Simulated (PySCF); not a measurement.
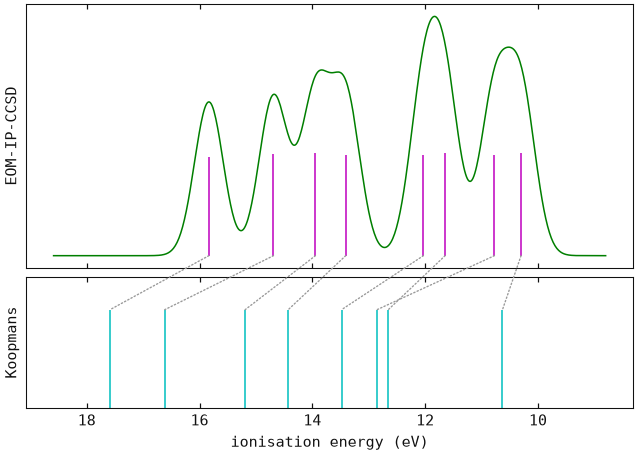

Valence photoelectron lines of C₃H₃ClO₂, SMILES O=C(O)/C=C\Cl: vertical EOM-IP-CCSD/aug-cc-pVDZ (frozen core, PySCF, at a PBE0-D3(BJ)/def2-SVP geometry (no frequency check); 8 lines, one for each of the 8 highest orbitals, so a line of a deeper orbital can be missing among them) above, Hartree-Fock orbital energies with the sign turned below, non-relativistic; dotted lines join each line to its leading orbital. Stick heights are one-hole weights (summed over degenerate lines), not cross-sections; Gaussian width 0.60 eV.

> What is the first vertical ionisation energy, and how far is Koopmans' value off?

10.30 eV from the HOMO; Koopmans gives 10.63 eV, 0.33 eV too high.

> Do correlation and relaxation change the order of the lines?

Yes: in order of rising energy the holes are HOMO, HOMO−2, HOMO−1, HOMO−3, HOMO−4, HOMO−5, HOMO−6, HOMO−7.

Note: small basis, so the lines can lie some tenths of an eV too low; one conformer of a flexible molecule.
